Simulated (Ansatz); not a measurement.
## Dielectric function and optical constants of Al2O3 (Corundum)

What colour and refractive index does Al2O3 (Corundum) have at this level of theory?

Method: DFT, PBE, plane-wave PAW, default files, scalar-relativistic, independent-particle optical response without local fields, in Ansatz 0.2.0.

The experiments to compare with:

For Al2O3, alpha (corundum) (high-purity reference sample), “Multi-petahertz electron interference in Cr:Al2O3 solid-state material” (2018, pmc:5906618) quotes earlier work: band gap (optical band gap of host from absorption) 8.7 eV [literature value quoted for a high-purity sample; optical absorption edge, temperature …].

“Measurement of optical constants of TiN and TiN/Ti/TiN multilayer films for microwave kinetic inductance photon-number-resolving detectors” (2018, arxiv:1802.06737) reports for Al2O3, corundum, by spectrophotometer reflectance and transmittance with transfer-matrix analysis (500 um thick double-side polished bare wafer, 300 K): refractive index (n, approximately wavelength independent over 400-2000 nm, normal …) 1.75 [single wavelength-independent value for 400-2000 nm, dispersion neglected; derived from R …].

Report form: the programs' logs are mostly left out.

## Step 1: Starting point

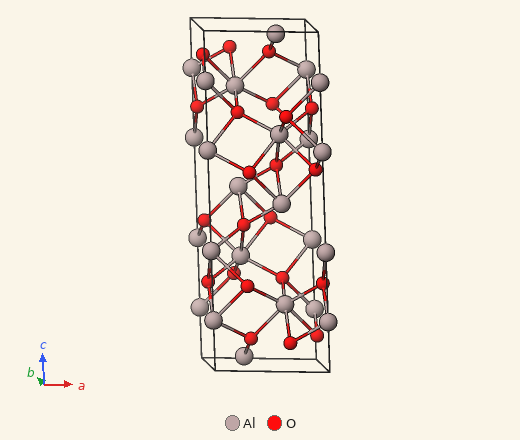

The cell as given, slightly off an axis (aluminium light grey, oxygen red). This picture shows the conventional cell, with its axes. Some periodic images of atoms are drawn too.

Structure file:

```cif
data_structure
_symmetry_space_group_name_H-M 'R-3c:H'
_symmetry_Int_Tables_number 167
_cell_length_a 4.7605
_cell_length_b 4.7605
_cell_length_c 12.9956
_cell_angle_alpha 90.000
_cell_angle_beta 90.000
_cell_angle_gamma 120.000
_cell_volume 255.05
loop_
_atom_site_label
_atom_site_type_symbol
_atom_site_symmetry_multiplicity
_atom_site_Wyckoff_symbol
_atom_site_fract_x
_atom_site_fract_y
_atom_site_fract_z
_atom_site_occupancy
Al1 Al 12 c 0.66667 0.33333 0.18549 1
O1 O 18 e 0.97335 0.64001 0.08333 1
```

## Step 2: Ground state and bands

First the ground state: is it a metal or has it a gap?

This step: DFT, PBE, plane-wave PAW, default files, scalar-relativistic, ground state (Ansatz 0.2.0).

The input, input.yaml:

```yaml
crystal:
  lattice:
    - [2.38025, 1.3742379782, 4.3318666667]
    - [-2.38025, 1.3742379782, 4.3318666667]
    - [0.0, -2.7484759565, 4.3318666667]
  atoms:
    - { symbol: Al, position: [0.85216, 0.85216, 0.85216] }
    - { symbol: Al, position: [0.64784, 0.64784, 0.64784] }
    - { symbol: Al, position: [0.14784, 0.14784, 0.14784] }
    - { symbol: Al, position: [0.35216, 0.35216, 0.35216] }
    - { symbol: O, position: [0.05668, 0.75, 0.44332] }
    - { symbol: O, position: [0.75, 0.44332, 0.05668] }
    - { symbol: O, position: [0.44332, 0.05668, 0.75] }
    - { symbol: O, position: [0.94332, 0.25, 0.55668] }
    - { symbol: O, position: [0.25, 0.55668, 0.94332] }
    - { symbol: O, position: [0.55668, 0.94332, 0.25] }
kpoints:
  mp_grid: { grid: [6, 6, 6] }
  band_path:
    path:
      - [[0.0, 0.0, 0.0], [0.5, 0.0, 0.0], [0.5, 0.23376048, -0.23376048]]
      - [[0.76623952, 0.5, 0.23376048], [0.5, 0.5, 0.5], [0.0, 0.0, 0.0], [0.36688024, 0.0, -0.36688024]]
      - [[0.63311976, 0.36688024, 0.0], [0.5, 0.5, 0.0], [0.63311976, 0.63311976, 0.23376048], [0.5, 0.5, 0.5]]
      - [[0.5, 0.0, 0.0], [0.76623952, 0.36688024, 0.36688024]]
    npoints: 5
scf:
  occupations: { method: fermi_dirac, width: 0.05 }
  n_extra_bands: 14
hamiltonian:
  xc: pbe
  pseudopotentials: { kind: paw }
output:
  forces: true
  stress: true
  populations: true
  write_bands: true
```

On the command line:

```sh
> ansatz run input.yaml --threads 4 --pin off --max-ram 8192MiB --backend cpu --events-out ev --progress --plain --runs-dir out
```

Wall time 4.3 s (4 threads of Intel Xeon at 2.70GHz, shared host); peak memory 0.46 GiB; 15 s of CPU time.

This step gave:

- free energy: -5569.5509 eV
- Fermi energy: 10.92 eV
- gap by band count: 6.217 eV
- electrons: 48
- symmetry operations: 12
- pressure: 7.343 GPa
- gap on the k-mesh: 6.217 eV
- volume: 85.02 Å³
- gap on the path: 6.217 eV
- least direct gap on the path: 6.217 eV

There is a gap, 6.22 eV on the path, so no carriers' term is needed. The cell is left with a pressure of 7.3 GPa and forces up to 0.03 eV/Å, as it stands unrelaxed at this level.

Electronic bands along the path, in eV, zero at the Fermi level; v1 is the highest filled band, c1 the lowest empty one:

```csv
point,v4,v3,v2,v1,c1,c2,c3,c4
Γ,-3.67,-3.21,-3.21,-3.17,3.05,5.99,7.59,8.37
L,-4.08,-4.08,-3.44,-3.44,6.30,6.30,6.48,6.48
B1,-4.02,-4.02,-3.68,-3.68,6.54,6.54,6.96,6.96
jump to B,-4.02,-4.02,-3.68,-3.68,6.54,6.54,6.96,6.96
Z,-3.55,-3.55,-3.55,-3.55,5.51,5.51,7.94,7.94
Γ,-3.67,-3.21,-3.21,-3.17,3.05,5.99,7.59,8.37
X,-4.06,-4.02,-3.73,-3.46,6.34,6.38,6.58,7.06
jump to Q,-4.06,-4.02,-3.73,-3.46,6.34,6.38,6.58,7.06
F,-4.20,-4.09,-3.91,-3.43,6.47,6.56,6.76,7.24
P1,-4.21,-4.03,-3.92,-3.64,6.58,6.77,7.03,7.21
Z,-3.55,-3.55,-3.55,-3.55,5.51,5.51,7.94,7.94
jump to L,-4.08,-4.08,-3.44,-3.44,6.30,6.30,6.48,6.48
P,-4.21,-4.03,-3.92,-3.64,6.58,6.77,7.03,7.21
```

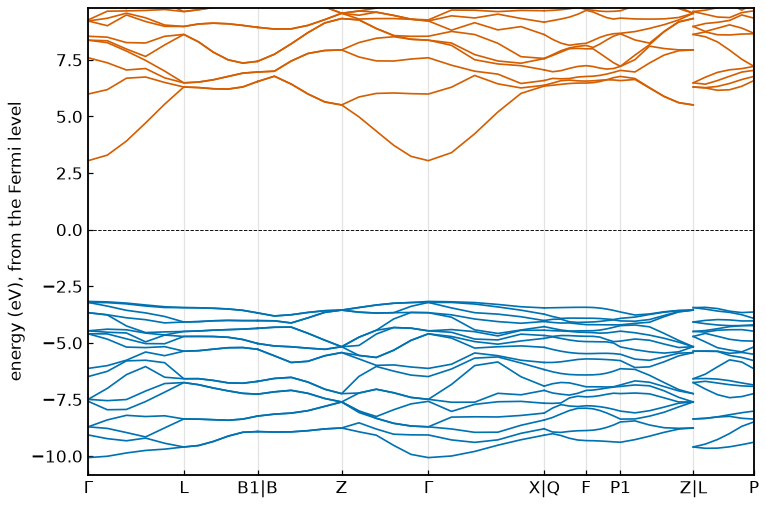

Electronic bands along the path; lines of filled and empty bands in two colours.

## Step 3: Spectrum

With the density converged, the vertical transitions are summed over the zone.

This step: DFT, PBE, plane-wave PAW, default files, scalar-relativistic, independent-particle optical response without local fields (Ansatz 0.2.0).

input.yaml, the sections that differ from step 2:

```yaml
kpoints:
  mp_grid: { grid: [6, 6, 6] }
scf:
  occupations: { method: fixed }
output:
  optics:
    e_range: [0, 14]
    de: 0.05
    sigma: 0.1
    nscf_kmesh: { grid: [6, 6, 6] }
    bands: { spectra_wanted_up_to: 14 }
# crystal, hamiltonian: as in step 2
```

Wall time 30 s (4 threads); peak memory 1.1 GiB; 1.9 min of CPU time.

This step gave:

```
electronic dielectric constant ε∞, mean over x, y and z (by symmetry where fewer were run) : 3.311
absorption onset, first axis (α over 10⁴ cm⁻¹, or the direct gap if that lies higher)      : 6.238 eV
main peak of Im epsilon, first axis                                                        : 11.24 eV
least direct gap on the mesh                                                               : 6.217 eV
bands summed                                                                               : 55
spectra valid up to                                                                        : 23.63 eV
program's estimate of the k-sum error in Im epsilon                                        : 0.12 %
electrons in the f-sum                                                                     : 27.54
```

The Im ε has structure finer than the step of the table below, so its rows give means over 1 eV, whole bins alone (the curve runs from 0 to 14 eV). Peaks (eV: height): E ∥ x or y 11.2: 6.20, 12.3: 5.54; E ∥ z 11.2: 5.19, 13.8: 4.49.

Im ε against photon energy; means over each step:

```csv
photon energy (eV),E ∥ x or y,E ∥ z
5,0,0
6,0.0662,0.0777
7,0.586,0.607
8,0.927,0.909
9,1.32,1.24
10,2.82,2.90
11,5.33,4.75
12,5.22,3.96
13,4.29,4.04
```

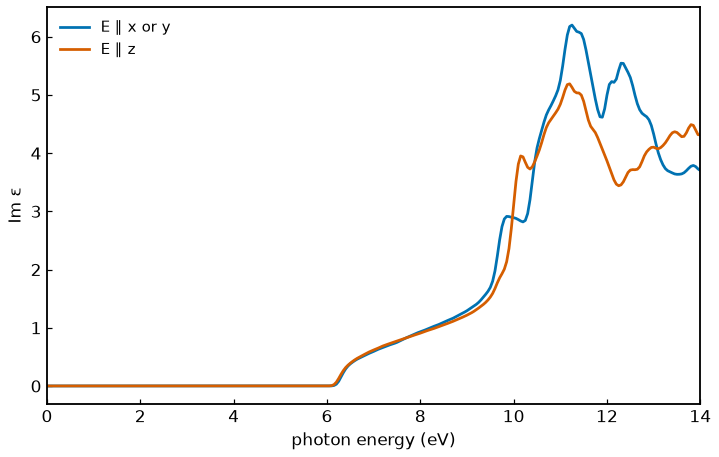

Im ε, plotted against photon energy.

The Re ε by photon energy:

```csv
photon energy (eV),E ∥ x or y,E ∥ z
0,3.33,3.28
1,3.34,3.30
2,3.39,3.34
3,3.47,3.42
4,3.60,3.55
5,3.82,3.76
6,4.24,4.19
7,4.60,4.50
8,4.81,4.66
9,5.32,5.12
10,5.68,6.69
11,5.41,4.54
12,3.12,2.40
13,1.02,2.82
14,1.64,2.20
```

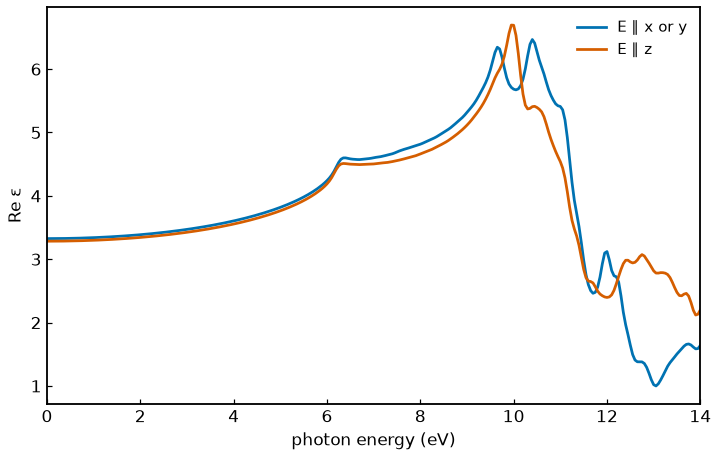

Re ε against photon energy.

The loss function −Im 1/ε at q → 0 has structure finer than the step of the table below, so its rows give means over 1 eV, whole bins alone (the curve runs from 0 to 14 eV). Peaks (eV: height): E ∥ x or y 13.2: 0.241; E ∥ z 12.1: 0.190.

Loss function −Im 1/ε at q → 0 against energy loss; means over each step:

```csv
energy loss (eV),E ∥ x or y,E ∥ z
5,0,0
6,0.00314,0.00383
7,0.0270,0.0292
8,0.0382,0.0401
9,0.0430,0.0438
10,0.0629,0.0641
11,0.0978,0.114
12,0.153,0.174
13,0.216,0.165
```

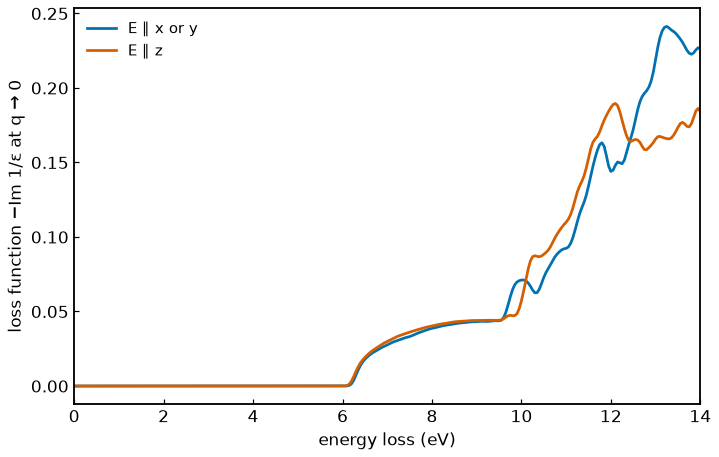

Loss function −Im 1/ε at q → 0, plotted against energy loss.

The reflectivity at normal incidence has structure finer than the step of the table below, so its rows give means over 1 eV, whole bins alone (the curve runs from 0 to 14 eV). Peaks (eV: height): E ∥ x or y 11.2: 27.4, 12.5: 26.6; E ∥ z 11.2: 24.3, 13.8: 22.5.

Reflectivity at normal incidence against photon energy; means over each step:

```csv
photon energy (eV),E ∥ x or y (%),E ∥ z (%)
1,8.57,8.40
2,8.76,8.59
3,9.09,8.91
4,9.62,9.43
5,10.5,10.2
6,12.2,11.9
7,13.5,13.2
8,14.5,14.0
9,16.6,15.9
10,20.7,20.9
11,25.6,23.4
12,25.0,19.9
13,23.4,20.2
```

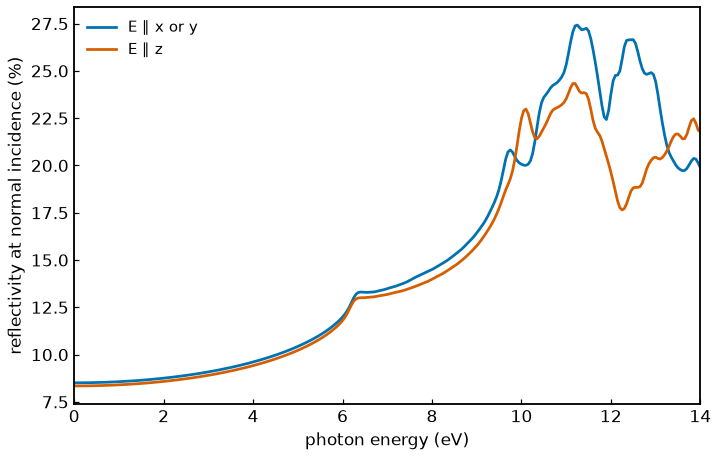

Reflectivity at normal incidence, plotted against photon energy.

Values under 1 per cm are given as 1. Absorption coefficient against photon energy:

```csv
photon energy (eV),E ∥ x or y (1/cm),E ∥ z (1/cm)
0.00,1,1
1.00,1,1
2.00,1,1
3.00,1,1
4.00,1,1
5.00,1,1
6.00,1.64,16.0
7.00,97974,1.0e5
8.00,1.7e5,1.7e5
9.00,2.5e5,2.4e5
10.00,6.0e5,6.0e5
11.00,1.2e6,1.1e6
12.00,1.4e6,1.3e6
13.00,1.7e6,1.4e6
14.00,1.6e6,1.6e6
```

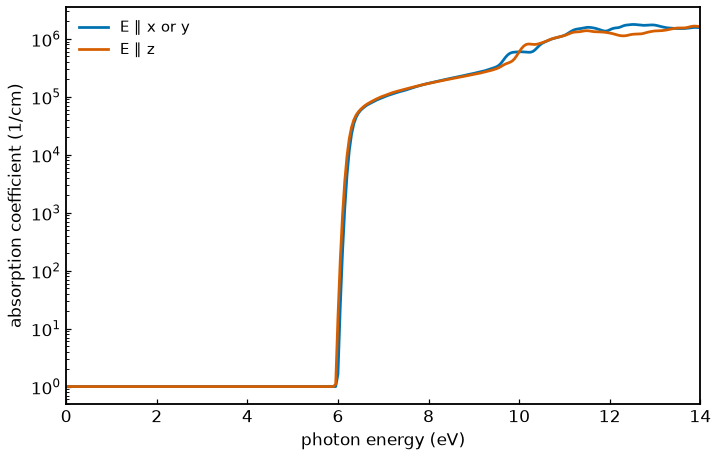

Absorption coefficient, plotted against photon energy.

Optical constants at common wavelengths, from n + ik = √ε:

```csv
wavelength (nm),n xy,k xy,R (%) xy,1/α xy,n z,k z,R (%) z,1/α z
1064,1.83,0.000,8.6,over 1 mm,1.82,0.000,8.4,over 1 mm
800,1.83,0.000,8.7,over 1 mm,1.82,0.000,8.5,over 1 mm
633,1.84,0.000,8.7,over 1 mm,1.83,0.000,8.6,over 1 mm
532,1.85,0.000,8.8,over 1 mm,1.83,0.000,8.7,over 1 mm
450,1.86,0.000,9.0,over 1 mm,1.84,0.000,8.8,over 1 mm
365,1.88,0.000,9.3,over 1 mm,1.86,0.000,9.1,over 1 mm
248,1.95,0.000,10.4,over 1 mm,1.94,0.000,10.2,over 1 mm
```

Through 1 µm of it, D65 light comes out colourless (x = 0.313, y = 0.330; 84 % transmitted).

The f-sum over the summed bands holds 27.5 of the cell's 48 electrons outside the frozen cores, 12 of which lie in bands more than 12 eV below the Fermi level, whose transitions come at higher energies. Up to 14 eV the strength has a mean oscillator energy of 11.2 eV, and these transitions give 55 % of ε∞ − 1 along x; the rest comes from higher ones.

## Step 4: Summary of results

```
gap on the path                                                                                                    : 6.22 eV
least direct gap on the path                                                                                       : 6.22 eV
electronic dielectric constant ε∞, mean over x, y and z (by symmetry where fewer were run) (independent particles) : 3.31
absorption onset, first axis (α over 10⁴ cm⁻¹, or the direct gap if that lies higher)                              : 6.24 eV
main peak of Im epsilon, first axis                                                                                : 11.2 eV
```

What this shows: At this level (PBE, independent particles) Al2O3 has a mean ε∞ = 3.31 and n = 1.83 at 1550 nm (E ∥ x); absorption sets in near 6.2 eV, and Im ε peaks at 11.2 eV (E ∥ x). The gap on the path is direct, 6.22 eV. The absorption coefficient passes 10⁴ cm⁻¹ at 6.24 eV, in the ultraviolet, so the visible is passed. Distinct maxima of Im ε, read by a parabola through the highest points, lie at 11.24 eV (6.2) and 12.32 eV (5.6) for E ∥ x or y. The static values by axis are 3.33 (xy), 3.28 (z). The f-sum over the summed bands holds 27.5 of the cell's 48 electrons outside the frozen cores, 12 of which lie in bands more than 12 eV below the Fermi level, whose transitions come at higher energies. Up to 14 eV the strength has a mean oscillator energy of 11.2 eV, and these transitions give 55 % of ε∞ − 1 along x; the rest comes from higher ones. Through 1 µm of it, D65 light comes out colourless (x = 0.313, y = 0.330; 84 % transmitted). Excitons and phonon-assisted transitions are missing, and so are local fields; PBE gaps are as a rule too small, which pulls the onset down and ε∞ up. In the base run ε includes the program's bounded estimate of what the bands above those summed add.

Calculation against experiment:

| quantity | measured | PBE | PBE, no local fields |
| --- | --- | --- | --- |
| band gap (least gap) (eV) | 8.7 | 6.22 (-2.48 eV) | - |
| refractive index (at 2000 nm) | 1.75 | - | 1.83 (+4.3 %) |

Measured values from pmc:5906618 (2018) and arxiv:1802.06737 (2018).

How well it matches: The band gap is off by -2.48 eV: a clear miss. Local and semilocal functionals usually give gaps below the measured ones. An optical gap can lie under the band gap by the exciton's binding. Zero-point and thermal motion shift the measured gap. The refractive index is off by +4.3 %: good agreement. No cell relaxation is part of this session.

[Logs are printed without paths, hosts, clocks, repeated set-up lines and the standing remarks that a program may print on its own settings, such as how far it seeks lower states.]

[Hosts, paths, dates, database ids (printed as entryN), source tags and the programs' standing remarks are cut or masked in the printed files.]
